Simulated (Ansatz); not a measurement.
## Electronic structure of H₅N₃OW (SMILES [NH]=[W](=[NH])([NH2])[OH]) in real space

Input

```
crystal:
  periodic: [false, false, false]
  atoms:
    - { symbol: "N", position_ang: [-1.27428, 0.31928, -1.28613] }
    - { symbol: W, position_ang: [0.13653, 0.15302, -0.20024] }
    - { symbol: "N", position_ang: [1.21088, -1.17733, -0.72548] }
    - { symbol: "N", position_ang: [-0.63442, -0.46459, 1.55812] }
    - { symbol: O, position_ang: [1.07267, 1.78492, 0.02907] }
    - { symbol: H, position_ang: [-1.95255, 0.25858, -2.04797] }
    - { symbol: H, position_ang: [1.67336, -1.93199, -1.23575] }
    - { symbol: H, position_ang: [-0.81549, 0.13439, 2.36958] }
    - { symbol: H, position_ang: [-0.64335, -1.43339, 1.89031] }
    - { symbol: H, position_ang: [1.59587, 2.58088, -0.11103] }
basis:
  gaussian: { orbitals: def2-SVP }
hamiltonian:
  xc: pbe
  dispersion: d4
relax:
  f_tol: 0.015
  max_steps: 40
output:
  orbitals: {}
```

Launched as:

```sh
ansatz run input.yaml --threads 2 --pin off --max-ram 3072MiB --backend cpu --events-out ev --progress --plain --runs-dir out
```

The fields are those of the relaxed geometry.

Core potentials replace the inner electrons of W.

Level of theory: RKS PBE-D4/def2-SVP (Ansatz 0.2.0).

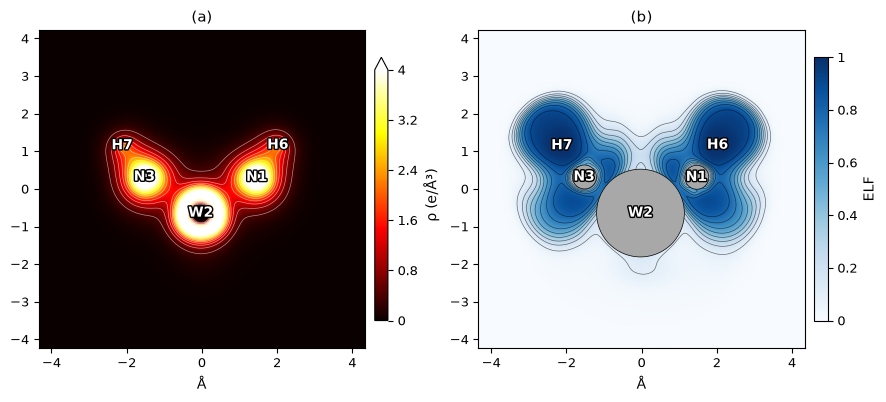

Figure 1. (a) electron density; (b) ELF on the plane of atoms N1, W2 and N3. Grey discs cover the atomic cores in the ELF map.

**What does the map show?**

- The section cuts through N, W and H sites.
- W–N (1.77 Å): ρ at the midpoint is about 1.5 e/Å³; the ELF peaks at about 0.75 in the valence shell of N, 0.6 Å from its nucleus, and drops to about 0.30 between the two atoms.
- N–H (1.02 Å): ρ at the midpoint is about 2.7 e/Å³; the ELF climbs to about 1 towards the hydrogen, as it does in any bond to H; a covalent bond by its length.

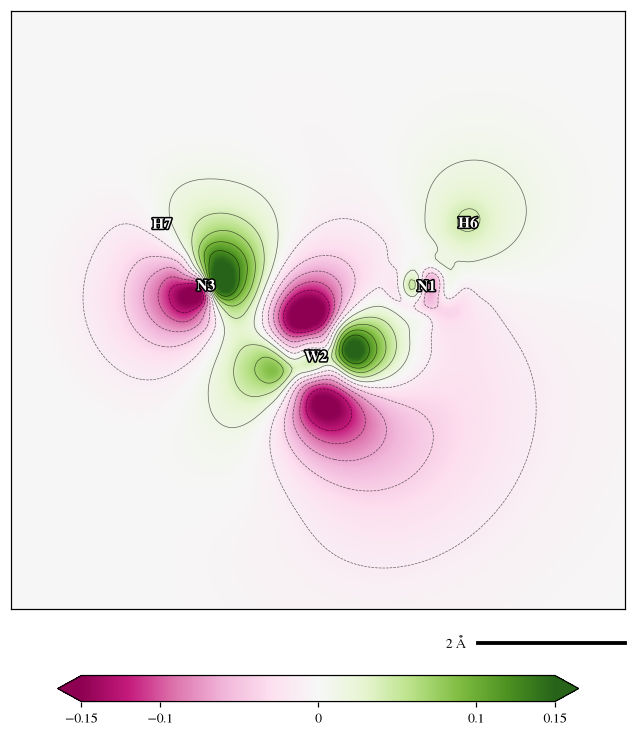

Figure 2. One frontier orbital on the plane of atoms N1, W2 and N3 (values in Å⁻³ᐟ²; the overall sign is arbitrary).

**Which orbital is it: HOMO or LUMO?**

The LUMO, at −1.16 eV. Its weight (Hirshfeld) is mainly on W2 (about 50 %), N1 (about 20 %) and N3 (about 15 %).

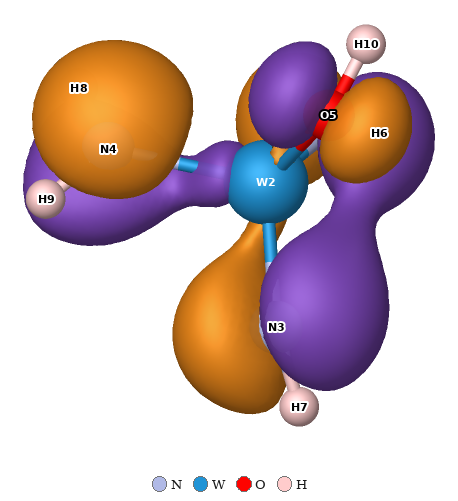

Figure 3. One frontier orbital at ±0.1 Å⁻³ᐟ² (orange and purple are the two phases), seen across its widest extent.

**Which orbital is it: HOMO or LUMO?**

The HOMO, at −5.75 eV. Its weight (Hirshfeld) is mainly on N4 (about 30 %), N3 (about 25 %), N1 (about 15 %), W2 (about 10 %) and O5 (about 10 %); largely a combination of lone pairs on N4, N3, N1 and O5.
